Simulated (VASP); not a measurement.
Shape and ions are relaxed at each volume.

Energy against volume of NiSb (NiAs type). Level of theory: PBEsol GGA, VASP's PBE PAW potentials (set 64) (plane waves; VASP 6.6.1).

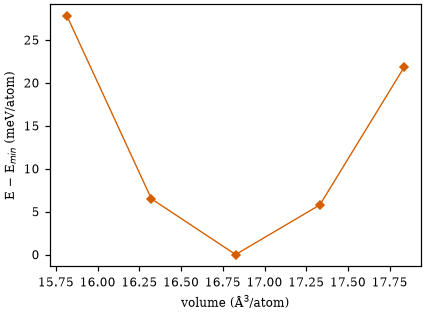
Figure: Energy against volume

**Question.** Estimate the equilibrium volume and the bulk modulus.

**Answer.** The minimum lies near 16.8 Å³/atom, and the curvature gives B0 of about 130 GPa.

The compound is NiSb in the NiAs type structure. It was relaxed first. The run is not spin-polarised, so no magnetic state was tried.
